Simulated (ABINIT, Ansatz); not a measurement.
# SrW (Pm-3m): phonons by linear response, part 3 of 4

How does SrW (Pm-3m) vibrate, and is this structure a minimum?

ABINIT 10.8.3; DFT PBE, scalar-relativistic, plane waves, SPMS norm-conserving pseudopotentials.

So far. Step 5 (Relaxation): The volume changes by -0.1 % in this run and stands -24.6 % from the first cell. Step 7 (Zone-centre response): The acoustic modes at Γ come out as far as 0.7 cm⁻¹ from zero, where they should vanish, a small numerical error. The relaxed cell has a = 3.701 Å (conventional setting).

The structure was built from a prototype and need not be the compound's stable phase.

## (9) Dispersion

anaddb transforms the dynamical matrices to force constants and back along the path; points of the mesh come back as solved, but for the sum rule and, in polar crystals, the LO-TO term at Γ; the rest is interpolation.

The input, anaddb.abi:

```
ddb_filepath "all_DDB"
output_file "anaddb.abo"
outdata_prefix "anaddb"
ifcflag 1
ngqpt 2 2 2
nqshft 1
q1shft 0.0 0.0 0.0
asr 1
chneut 0
dipdip 0
dipquad 0
quadquad 0
enunit 0
eivec 0
nph1l 62
qph1l 
    0.0 0.0 0.0 1.0
    0.0 0.05 0.0 1.0
    0.0 0.1 0.0 1.0
    0.0 0.15 0.0 1.0
    0.0 0.2 0.0 1.0
    0.0 0.25 0.0 1.0
    0.0 0.3 0.0 1.0
    0.0 0.35 0.0 1.0
    0.0 0.4 0.0 1.0
    0.0 0.45 0.0 1.0
    0.0 0.5 0.0 1.0
    0.05 0.5 0.0 1.0
    0.1 0.5 0.0 1.0
    0.15 0.5 0.0 1.0
    0.2 0.5 0.0 1.0
    0.25 0.5 0.0 1.0
    0.3 0.5 0.0 1.0
    0.35 0.5 0.0 1.0
    0.4 0.5 0.0 1.0
    0.45 0.5 0.0 1.0
    0.5 0.5 0.0 1.0
    0.45 0.45 0.0 1.0
    0.4 0.4 0.0 1.0
    0.35 0.35 0.0 1.0
    0.3 0.3 0.0 1.0
    0.25 0.25 0.0 1.0
    0.2 0.2 0.0 1.0
    0.15 0.15 0.0 1.0
    0.1 0.1 0.0 1.0
    0.05 0.05 0.0 1.0
    0.0 0.0 0.0 1.0
    0.05 0.05 0.05 1.0
    0.1 0.1 0.1 1.0
    0.15 0.15 0.15 1.0
    0.2 0.2 0.2 1.0
    0.25 0.25 0.25 1.0
    0.3 0.3 0.3 1.0
    0.35 0.35 0.35 1.0
    0.4 0.4 0.4 1.0
    0.45 0.45 0.45 1.0
    0.5 0.5 0.5 1.0
    0.45 0.5 0.45 1.0
    0.4 0.5 0.4 1.0
    0.35 0.5 0.35 1.0
    0.3 0.5 0.3 1.0
    0.25 0.5 0.25 1.0
    0.2 0.5 0.2 1.0
    0.15 0.5 0.15 1.0
    0.1 0.5 0.1 1.0
    0.05 0.5 0.05 1.0
    0.0 0.5 0.0 1.0
    0.5 0.5 0.5 1.0
    0.5 0.5 0.45 1.0
    0.5 0.5 0.4 1.0
    0.5 0.5 0.35 1.0
    0.5 0.5 0.3 1.0
    0.5 0.5 0.25 1.0
    0.5 0.5 0.2 1.0
    0.5 0.5 0.15 1.0
    0.5 0.5 0.1 1.0
    0.5 0.5 0.05 1.0
    0.5 0.5 0.0 1.0
```

The input, mrgddb.in:

```
all_DDB
merged
4
dfpt_gammao_DDB
dfpt_qo_DS1_DDB
dfpt_qo_DS2_DDB
dfpt_qo_DS3_DDB
```

Command:

```sh
> mrgddb < mrgddb.in > mrgddb.log
> OMP_NUM_THREADS=1 anaddb anaddb.abi > anaddb.log
```

anaddb.abo, the main output file:

```text
[banners, grids, parts of the stress and lines that vanish by symmetry left out]
-outvars_anaddb: echo values of input variables ----------------------

 Flags :
[...]
Phonon wavevector (reduced coordinates) :  0.00000  0.00000  0.00000
 Phonon energies in Hartree :
[...]
Phonon frequencies in cm-1    :
-  0.000000E+00  0.000000E+00  0.000000E+00  1.561527E+02  1.561527E+02
-  1.561527E+02
[...]
Phonon wavevector (reduced coordinates) :  0.00000  0.05000  0.00000
 Phonon energies in Hartree :
[...]
Phonon frequencies in cm-1    :
- -1.018922E+01  8.730729E+00  8.730729E+00  1.555208E+02  1.555208E+02
-  1.556782E+02
[...]
Phonon wavevector (reduced coordinates) :  0.00000  0.10000  0.00000
 Phonon energies in Hartree :
[...]
Phonon frequencies in cm-1    :
- -2.111173E+01  1.750406E+01  1.750406E+01  1.536431E+02  1.536431E+02
-  1.544245E+02
[...]
Phonon wavevector (reduced coordinates) :  0.00000  0.15000  0.00000
 Phonon energies in Hartree :
[...]
Phonon frequencies in cm-1    :
- -3.314507E+01  2.634902E+01  2.634902E+01  1.505743E+02  1.505743E+02
-  1.528455E+02
[...]
Phonon wavevector (reduced coordinates) :  0.00000  0.20000  0.00000
 Phonon energies in Hartree :
[...]
Phonon frequencies in cm-1    :
- -4.609707E+01  3.526680E+01  3.526680E+01  1.464088E+02  1.464088E+02
-  1.515060E+02
[...]
Phonon wavevector (reduced coordinates) :  0.00000  0.25000  0.00000
 Phonon energies in Hartree :
[...]
Phonon frequencies in cm-1    :
- -5.923562E+01  4.421383E+01  4.421383E+01  1.412877E+02  1.412877E+02
-  1.508255E+02
  Phonon wavevector (reduced coordinates) :  0.00000  0.30000  0.00000
 Phonon energies in Hartree :
[...]
Phonon frequencies in cm-1    :
- -7.155145E+01  5.307580E+01  5.307580E+01  1.354172E+02  1.354172E+02
-  1.508955E+02
  Phonon wavevector (reduced coordinates) :  0.00000  0.35000  0.00000
 Phonon energies in Hartree :
[...]
Phonon frequencies in cm-1    :
- -8.207621E+01  6.161538E+01  6.161538E+01  1.291154E+02  1.291154E+02
-  1.515002E+02
  Phonon wavevector (reduced coordinates) :  0.00000  0.40000  0.00000
 Phonon energies in Hartree :
[...]
Phonon frequencies in cm-1    :
- -9.006706E+01  6.934836E+01  6.934836E+01  1.229324E+02  1.229324E+02
-  1.522820E+02
  Phonon wavevector (reduced coordinates) :  0.00000  0.45000  0.00000
 Phonon energies in Hartree :
[...]
Phonon frequencies in cm-1    :
- -9.503798E+01  7.526688E+01  7.526688E+01  1.179241E+02  1.179241E+02
-  1.529028E+02
  Phonon wavevector (reduced coordinates) :  0.00000  0.50000  0.00000
 Phonon energies in Hartree :
[...]
Phonon frequencies in cm-1    :
- -9.672295E+01  7.762663E+01  7.762663E+01  1.158645E+02  1.158645E+02
-  1.531359E+02
  Phonon wavevector (reduced coordinates) :  0.05000  0.50000  0.00000
 Phonon energies in Hartree :
[...]
Phonon frequencies in cm-1    :
- -9.733552E+01  7.413517E+01  7.804880E+01  1.154500E+02  1.173523E+02
-  1.535800E+02
  Phonon wavevector (reduced coordinates) :  0.10000  0.50000  0.00000
 Phonon energies in Hartree :
[...]
Phonon frequencies in cm-1    :
- -9.899551E+01  6.326934E+01  7.926125E+01  1.142385E+02  1.214886E+02
-  1.547172E+02
  Phonon wavevector (reduced coordinates) :  0.15000  0.50000  0.00000
 Phonon energies in Hartree :
[...]
Phonon frequencies in cm-1    :
- -1.012879E+02  4.218269E+01  8.111359E+01  1.123256E+02  1.274742E+02
-  1.561464E+02
[...]
Phonon wavevector (reduced coordinates) :  0.40000  0.50000  0.40000
 Phonon energies in Hartree :
[...]
Phonon frequencies in cm-1    :
- -1.018947E+02 -9.324601E+01 -8.952758E+01  1.370788E+02  1.394978E+02
-  1.438845E+02
  Phonon wavevector (reduced coordinates) :  0.35000  0.50000  0.35000
 Phonon energies in Hartree :
[...]
Phonon frequencies in cm-1    :
- -1.044108E+02 -8.567902E+01 -7.759372E+01  1.344629E+02  1.391260E+02
-  1.482836E+02
  Phonon wavevector (reduced coordinates) :  0.30000  0.50000  0.30000
 Phonon energies in Hartree :
[...]
Phonon frequencies in cm-1    :
- -1.064131E+02 -7.427464E+01 -6.014742E+01  1.311741E+02  1.378320E+02
-  1.526102E+02
  Phonon wavevector (reduced coordinates) :  0.25000  0.50000  0.25000
 Phonon energies in Hartree :
[...]
Phonon frequencies in cm-1    :
- -1.071809E+02 -5.763337E+01 -3.312480E+01  1.275391E+02  1.352838E+02
-  1.558843E+02
  Phonon wavevector (reduced coordinates) :  0.20000  0.50000  0.20000
 Phonon energies in Hartree :
[...]
Phonon frequencies in cm-1    :
- -1.063569E+02 -2.997612E+01  3.567156E+01  1.239162E+02  1.314206E+02
-  1.575077E+02
  Phonon wavevector (reduced coordinates) :  0.15000  0.50000  0.15000
 Phonon energies in Hartree :
[...]
Phonon frequencies in cm-1    :
- -1.040281E+02  3.949068E+01  5.727892E+01  1.206592E+02  1.265522E+02
-  1.573556E+02
[...]
Phonon wavevector (reduced coordinates) :  0.50000  0.50000  0.05000
 Phonon energies in Hartree :
[...]
Phonon frequencies in cm-1    :
- -1.117038E+02 -1.117038E+02  9.087629E+01  9.873706E+01  1.605488E+02
-  1.605488E+02
  Phonon wavevector (reduced coordinates) :  0.50000  0.50000  0.00000
 Phonon energies in Hartree :
[...]
Phonon frequencies in cm-1    :
- -1.119489E+02 -1.119489E+02  9.333534E+01  9.750131E+01  1.610064E+02
-  1.610064E+02
-
```

It took 0.79 s on 1 thread of Intel Xeon at 2.50GHz (Skylake/Cascade Lake), shared host.

Read from the output:

```yaml
lowest_frequency_on_the_path: -111.9 cm⁻¹
```

Anaddb. Phonon branches along the path, in cm⁻¹:

| point | branch 1 | branch 2 | branch 3 | branch 4 | branch 5 | branch 6 |
| --- | --- | --- | --- | --- | --- | --- |
| Γ | 0 | 0 | 0 | 156 | 156 | 156 |
| X | -97 | 78 | 78 | 116 | 116 | 153 |
| M | -112 | -112 | 93 | 98 | 161 | 161 |
| Γ | 0 | 0 | 0 | 156 | 156 | 156 |
| R | -99 | -99 | -99 | 139 | 139 | 139 |
| X | -97 | 78 | 78 | 116 | 116 | 153 |
| jump to R | -99 | -99 | -99 | 139 | 139 | 139 |
| M | -112 | -112 | 93 | 98 | 161 | 161 |

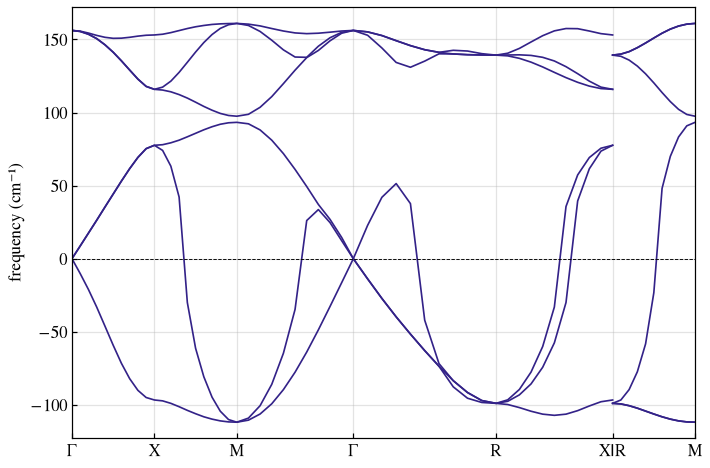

Phonon branches along the path.

The path dips to 112i cm⁻¹.

## (10) Density of states

Sums over the zone need many more wavevectors than were solved, so the interpolation is sampled on a dense mesh.

The input, anaddb.abi:

```
ddb_filepath "all_DDB"
output_file "anaddb.abo"
outdata_prefix "anaddb"
ifcflag 1
ngqpt 2 2 2
nqshft 1
q1shft 0.0 0.0 0.0
asr 1
chneut 0
dipdip 0
dipquad 0
quadquad 0
prtdos 2
ng2qpt 12 12 12
dosdeltae 4.5563e-06
ntemper 11
temperinc 100.0
tempermin 0.0
```

Command:

```sh
> OMP_NUM_THREADS=1 anaddb anaddb.abi > anaddb.log
```

anaddb.abo, the main output file:

```text
-outvars_anaddb: echo values of input variables ----------------------

 Flags :
     ifcflag         1
 Miscellaneous information :
         asr         1
      chneut         0
 Interatomic Force Constants Inputs :
      dipdip         0
     dipquad         0
    quadquad         0
      ifcana         0
      ifcout         0
 Description of grid 1 :
        brav         1
       ngqpt         2         2         2
      nqshft         1
      q1shft
                     0.00000000E+00  0.00000000E+00  0.00000000E+00
 Phonon DOS information :
   dosdeltae  4.55630000E-06
    dossmear  4.55633525E-06
 Description of grid 2 (Fourier interp. or BZ sampling):
      ng2qpt        12        12        12
      ngrids         4
      q2shft         0.00000000E+00  0.00000000E+00  0.00000000E+00

================================================================================

 read the DDB information and perform some checks

  ==== Info on the Cryst% object ====
 Real(R)+Recip(G) space primitive vectors, cartesian coordinates (Bohr,Bohr^-1):
 R(1)=  6.9939641  0.0000000  0.0000000  G(1)=  0.1429804  0.0000000  0.0000000
 R(2)=  0.0000000  6.9939641  0.0000000  G(2)=  0.0000000  0.1429804  0.0000000
 R(3)=  0.0000000  0.0000000  6.9939641  G(3)=  0.0000000  0.0000000  0.1429804
 Unit cell volume ucvol=  3.4211349E+02 bohr^3
 Angles (23,13,12)=  9.00000000E+01  9.00000000E+01  9.00000000E+01 degrees
 Time-reversal symmetry is present
 Reduced atomic positions [iatom, xred, symbol]:
    1)    0.0000000  0.0000000  0.0000000  Sr
    2)    0.5000000  0.5000000  0.5000000   W

 DDB file with 4 blocks has been read.

================================================================================

 Calculation of the interatomic forces

       Homogeneous q point set in the B.Z.
 Grid q points  :        8
  1)   0.00000000E+00  0.00000000E+00  0.00000000E+00
  2)   5.00000000E-01  0.00000000E+00  0.00000000E+00
  3)   0.00000000E+00  5.00000000E-01  0.00000000E+00
  4)   5.00000000E-01  5.00000000E-01  0.00000000E+00
  5)   0.00000000E+00  0.00000000E+00  5.00000000E-01
  6)   5.00000000E-01  0.00000000E+00  5.00000000E-01
  7)   0.00000000E+00  5.00000000E-01  5.00000000E-01
  8)   5.00000000E-01  5.00000000E-01  5.00000000E-01

 The interatomic forces have been obtained

================================================================================

 Calculation of phonon density of states

 Average speed of sound partial sums:     0.1520880268E-03 (at units)
-                                   =           0.3327 [km/s]

 Debye frequency from partial sums:     0.8475954481E-04 (Ha)
-                                 =     0.5576910141E+00 (THz)
-Debye temperature from partial sums:     0.2676494737E+02 (K)

 Average speed of sound:     0.1141522584E-04 (at units)
-                      =           0.0250 [km/s]

 Debye frequency from DOS:     0.6361771971E-05 (Ha)
-                        =     0.4185844874E-01 (THz)
-Debye temperature from DOS:     0.2008888702E+01 (K)

-
```

It took 0.92 s on 1 thread.

Numbers from this step:

```
share of modes beyond 3i cm⁻¹ on the dense interpolated mesh : 0.3098
```

The phonon density of states has structure finer than the step of the table below, so its rows give means over 25 cm⁻¹, whole bins alone (the curve runs from -142 to 190 cm⁻¹). Peaks (cm⁻¹: height): -104.0: 0.0603, 140.1: 0.0741, 154.1: 0.160.

Tetrahedra. The phonon density of states by wavenumber; means over each step:

| wavenumber (cm⁻¹) | phonon density of states (1/cm⁻¹/cell) |
| --- | --- |
| -125 | 0 |
| -100 | 0.0367 |
| -75 | 0.0189 |
| -50 | 0.0107 |
| -25 | 0.00582 |
| 0 | 0.00556 |
| 25 | 0.00915 |
| 50 | 0.0172 |
| 75 | 0.0149 |
| 100 | 0.00671 |
| 125 | 0.0416 |
| 150 | 0.0721 |
| 175 | 0 |

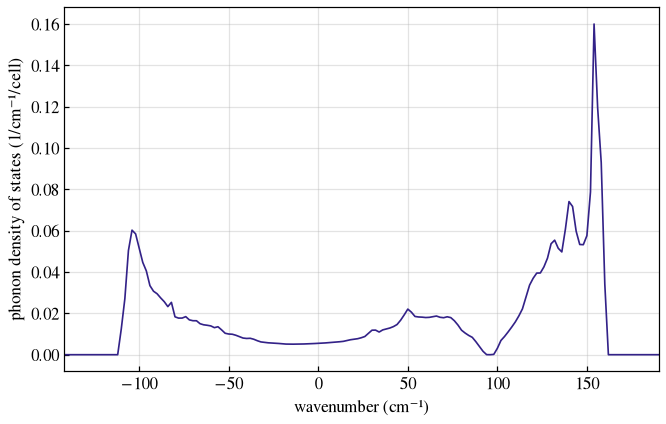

Phonon density of states, plotted against wavenumber.

(Continued in part 4 of 4.)

[Host names and launcher messages were left out of these logs when they were recorded.]

[Logs are printed without paths, hosts, clocks, repeated set-up lines and the standing remarks that a program may print on its own settings, such as how far it seeks lower states.]

[Hosts, paths, dates, database ids (printed as entryN), source tags and the programs' standing remarks are cut or masked in the printed files.]
